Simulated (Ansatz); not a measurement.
# Hypothetical Pm-3n AlN: pressure series

The parent structure is AlN (space group Pm-3n, No. 223; a = 5.344 Å; a hypothetical phase, not in the database extracts checked).

Cell and atoms are relaxed at each pressure.

All numbers come from Ansatz (a quantum-chemistry and plane-wave program) PBEsol, no spin-orbit coupling.

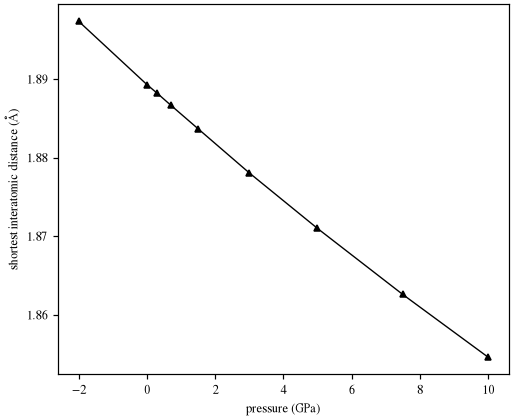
Figure. Shortest interatomic distance against pressure

Question: From the plot, what is the shortest interatomic distance for pressure 1.5 GPa?

Answer: About 1.884 Å.

Question: Is the trend monotonic over the range shown?

Answer: Yes, it falls throughout, spanning 3.505 bohr to 3.585 bohr.

Load acts through the strain it causes; cell and atoms are relaxed under it. No phonon test of stability was made. Competing high-pressure phases were not computed.
